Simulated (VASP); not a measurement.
# A VASP study of BaTi2As2O (PBEsol): structure first, properties next, part 5 of 5

Aim: relax BaTi2As2O, then compute properties on the relaxed cell. The start is a computed cell from the Materials Project.

VASP 6.6.1; PBEsol, no spin polarisation; plane waves and PAW (Ba_sv, Ti_sv, As, O).

Still holding for the runs below: This run has no spin polarisation, although Ti can carry a moment. Spin-orbit coupling is off here; with elements this heavy it splits and shifts levels by tenths of an eV or more.

So far. Step 13 (Volume scan with PBEsol, volume scale 1.06): The pressure falls from -3.76 to -5.34 GPa. The parabola predicted -5.29 GPa, +0.05 GPa off. Step 15 (Fit for PBEsol): The fitted volume lies +0.03 % from the relaxed one. The atoms bear forces along the scan, since they were held; freeing them would lower the modulus. The relaxed cell has a = 4.009, c = 7.271 Å (conventional setting).

### Step 16. Optical spectrum (PBEsol)

This step: PBEsol, no spin polarisation; plane waves and PAW (Ba_sv, Ti_sv, As, O) (VASP 6.6.1).

LOPTICS sums transitions from filled to empty bands. The mesh is finer than in the run before. NBANDS is raised for it.

Input file INCAR:

```
SYSTEM = BaTi2As2O
PREC = Accurate
ENCUT = 520
EDIFF = 1E-06
NELM = 100
ISMEAR = 0
SIGMA = 0.05
LREAL = .FALSE.
ALGO = Normal
GGA = PS
NBANDS = 73
LASPH = .TRUE.
LORBIT = 11
LWAVE = .FALSE.
LCHARG = .FALSE.
KPAR = 4
LOPTICS = .TRUE.
NEDOS = 1500
CSHIFT = 0.1
```

Input file POSCAR:

```
BaTi2As2O
1.0
    4.0086765299      0.0000000000      0.0000000000
    0.0000000000      4.0086765299      0.0000000000
    0.0000000000      0.0000000000      7.2707842006
Ba Ti As O
1 2 2 1
Direct
    0.5000000000      0.5000000000      0.5000000000
    0.0000000000      0.5000000000      0.0000000000
    0.5000000000      0.0000000000      0.0000000000
    0.0000000000      0.0000000000      0.2429978270
    0.0000000000      0.0000000000      0.7570021730
    0.5000000000      0.5000000000      0.0000000000
```

Input file KPOINTS:

```
Automatic mesh
0
Gamma
8 8 5
0 0 0
```

PAW data sets: Ba_sv, Ti_sv, As and O (PBE family, release 64).

The run is started by

```bash
$ mpirun -np 4 vasp_std
```

What it wrote:

```text
[... set-up lines as in an earlier step ...]
 entering main loop
       N       E                     dE             d eps       ncg     rms          rms(c)
DAV:   1     0.519903080814E+03    0.51990E+03   -0.19314E+04  6570   0.710E+02
DAV:   2     0.149010840226E+02   -0.50500E+03   -0.46205E+03  6706   0.228E+02
DAV:   3    -0.458505343042E+02   -0.60752E+02   -0.58268E+02  8376   0.796E+01
DAV:   4    -0.506993289335E+02   -0.48488E+01   -0.47260E+01  9666   0.183E+01
DAV:   5    -0.508231128179E+02   -0.12378E+00   -0.12373E+00  7787   0.279E+00    0.205E+01
DAV:   6    -0.461049335902E+02    0.47182E+01   -0.12622E+01  8789   0.227E+01    0.110E+01
DAV:   7    -0.445068759648E+02    0.15981E+01   -0.43630E+00  8407   0.126E+01    0.703E+00
DAV:   8    -0.441125507761E+02    0.39433E+00   -0.40298E-01  8700   0.425E+00    0.210E+00
DAV:   9    -0.441207035527E+02   -0.81528E-02   -0.12954E-01  8115   0.128E+00    0.122E+00
DAV:  10    -0.441112143396E+02    0.94892E-02   -0.39948E-02  8194   0.149E+00    0.659E-01
DAV:  11    -0.441062344648E+02    0.49799E-02   -0.65299E-03  8223   0.601E-01    0.133E-01
DAV:  12    -0.441061870091E+02    0.47456E-04   -0.88902E-04  8194   0.154E-01    0.640E-02
DAV:  13    -0.441061561538E+02    0.30855E-04   -0.11585E-04  8112   0.663E-02    0.183E-02
DAV:  14    -0.441061584234E+02   -0.22696E-05   -0.25791E-05  7882   0.238E-02    0.576E-03
DAV:  15    -0.441061582468E+02    0.17655E-06   -0.21873E-06  8024   0.849E-03
   1 F= -.44106158E+02 E0= -.44103542E+02  d E =-.523304E-02
 optical routines
 imaginary and real dielectric function
 recalculating local potential from charge density
 direction            1
 direction            2
 direction            3
```

Elapsed: 1.9 min, on 4 MPI ranks of AMD EPYC 7R43, shared host; peak memory 2.8 GiB.

Parts of OUTCAR (step 16):

```text
   k-points           NKPTS =     45   k-points in BZ     NKDIM =     45   number of bands    NBANDS=     73

   NELECT =      50.0000    total number of electrons

 E-fermi :   6.0249

 k-point     1 :       0.0000    0.0000    0.0000
  band No.  band energies     occupation
    ...
     22       4.2488      2.00000
     23       4.9516      2.00000
     24       5.4016      2.00000
     25       5.4016      2.00000
     26       5.7436      2.00000
     27       6.2947      0.00000
     28       7.0720      0.00000
     29       7.0720      0.00000
     30       7.4283      0.00000
     31       8.1790      0.00000
    ...

  Total        0.0332621      0.0332621     -0.0719507      0.0000000      0.0000000      0.0000000
  in kB        0.4561173      0.4561173     -0.9866486      0.0000000      0.0000000      0.0000000
  external PRESSURE =      -0.0248047 kB  Pullay stress =       0.0000000 kB

 POSITION                                       TOTAL-FORCE (eV/Angst)
 -----------------------------------------------------------------------------------
      2.00434      2.00434      3.63539         0.000000     -0.000000     -0.000000
      0.00000      2.00434      0.00000         0.000000     -0.000000     -0.000000
      2.00434      0.00000      0.00000         0.000000     -0.000000     -0.000000
      0.00000      0.00000      1.76678        -0.000000     -0.000000      0.028305
      0.00000      0.00000      5.50400         0.000000      0.000000     -0.028305
      2.00434      2.00434      0.00000         0.000000     -0.000000     -0.000000
 -----------------------------------------------------------------------------------
    total drift:                                0.000000     -0.000000      0.000000

  FREE ENERGIE OF THE ION-ELECTRON SYSTEM (eV)
  ---------------------------------------------------
  free  energy   TOTEN  =       -44.1061582468 eV

  energy  without entropy=      -44.1009252110  energy(sigma->0) =      -44.10354173

 plasma frequency squared (from intraband transitions) (eV^2)
  --------------------------------------------------------------------------------------
      10.251       0.000      -0.000
       0.000      10.251       0.000
       0.000       0.000       2.164

[... 7 parts as in an earlier step ...]

[... 9 further parts left out ...]
```

These are independent-particle spectra without excitons or local fields, and fine structure depends on the mesh and on CSHIFT. The intraband (Drude) part is not in this spectrum.

This step gave:

```
bands                   : 73
irreducible k-points    : 45
free energy (TOTEN)     : -44.11 eV
energy at zero smearing : -44.10 eV
Fermi energy            : 6.025 eV
pressure                : -0.002480 GPa
```

The imaginary dielectric function has structure finer than the step of the table below, so its rows give means over 2 eV, whole bins alone (the curve runs from 0 to 25.0 eV). Peaks (eV: height): xx 0.1: 74.0; zz 0.5: 13.7, 3.9: 16.8, 4.7: 15.6.

The imaginary dielectric function by photon energy; means over each step:

```csv
photon energy (eV),xx,zz
2,12.7,8.02
4,9.20,13.6
6,6.42,5.37
8,3.69,2.74
10,2.32,1.91
12,1.74,1.26
14,1.55,1.01
16,1.20,1.43
18,1.25,1.52
20,0.566,0.585
22,0.372,0.380
```

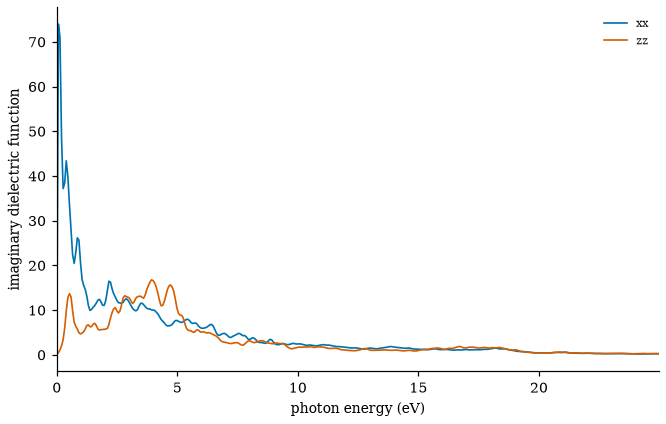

Imaginary dielectric function, plotted against photon energy.

The real dielectric function by photon energy:

```csv
photon energy (eV),xx,zz
0.0,157,21.9
2.5,4.39,11.7
5.0,0.990,-5.81
7.5,-0.628,-1.09
10.0,-0.462,-0.281
12.5,-0.309,0.333
15.0,-0.141,0.840
17.5,0.140,0.153
20.0,-0.168,-0.0763
22.5,0.154,0.183
```

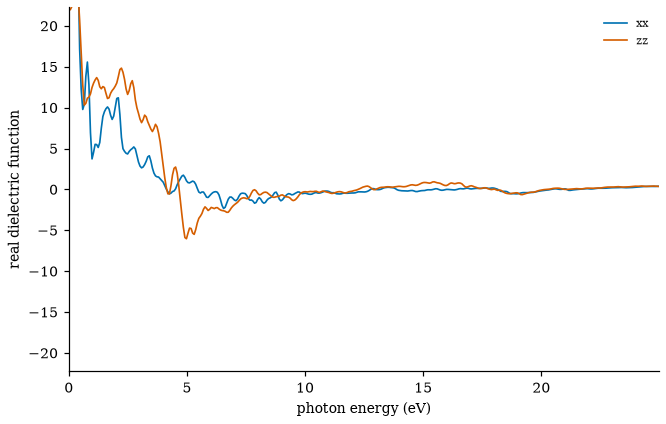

Real dielectric function against photon energy. Below 1 eV the curve runs off the scale.

### Step 17. Outcome

```yaml
relaxed_volume: 19.47 Å³/atom
relaxed_conventional_cell_a_b_c: 4.009, 4.009, 7.271 Å
space_group_after_relaxing_within_0p02_a: P4/mmm (No. 123)
band_gap: none, a metal
dos_at_the_fermi_level: 3.75 states/eV/cell
bulk_modulus_from_the_fit: 103 GPa
volume_from_the_fit: 19.5 Å³/atom
```

In words: With PBEsol, BaTi2As2O relaxes to 19.47 Å³/atom in space group P4/mmm (held by the symmetry of the run), comes out as a metal and has a bulk modulus of 103 GPa at fixed shape and positions, an upper bound. Band structure (PBEsol): Of the bands kept, 2 cross the Fermi level on this path. Spin-orbit coupling is left out, and with elements this heavy it would split and shift bands near the Fermi level. The k-sampling is coarse for a metal, so the Fermi level, pressures and the shape of the cell carry errors. Magnetism was not tested. No search among competing phases was made, and a listed structure need not be the one stable at ambient conditions. All values are for a static lattice at zero temperature.

[Lines on the potential files, build, host, timing and source positions are cut from VASP's logs without a mark.]

[Logs are printed without paths, hosts, clocks, repeated set-up lines and the standing remarks that a program may print on its own settings, such as how far it seeks lower states.]

[Hosts, paths, dates, database ids (printed as entryN), source tags and the programs' standing remarks are cut or masked in the printed files.]

[A measured line is paired with the nearest computed mode of its activity, which favours agreement.]

[In band tables of VASP the shares of atoms and orbitals are scaled to a sum of 1 inside the atoms' spheres.]
